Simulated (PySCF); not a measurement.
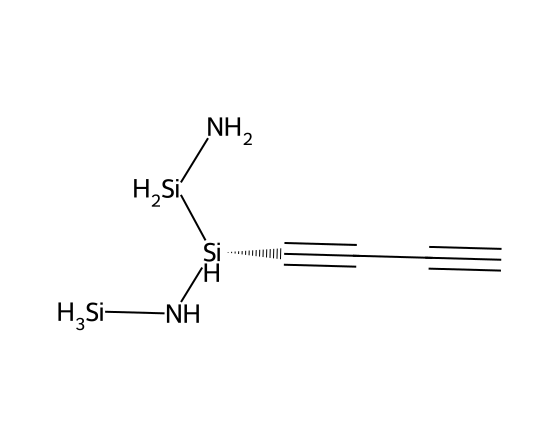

Computed geometry: GFN2-xTB optimisation. No frequency run is at hand to confirm it as a minimum. Level of theory: PBE0/pcSseg-1, gas phase (PySCF 2.14.0).

Predict the main results.

The species is C₄H₁₀N₂Si₃ (`C#CC#C[Si@H](N[SiH3])[SiH2]N`).
- dipole moment: 1.02 D
- HOMO energy (Kohn–Sham orbital): −7.20 eV
- LUMO energy (Kohn–Sham orbital): −1.32 eV
- HOMO–LUMO gap: 5.89 eV

The geometry is semi-empirical. Around Si such bond lengths and angles can be off by a tenth of an ångström or more and by several degrees, and values that hang on the shape move with them.
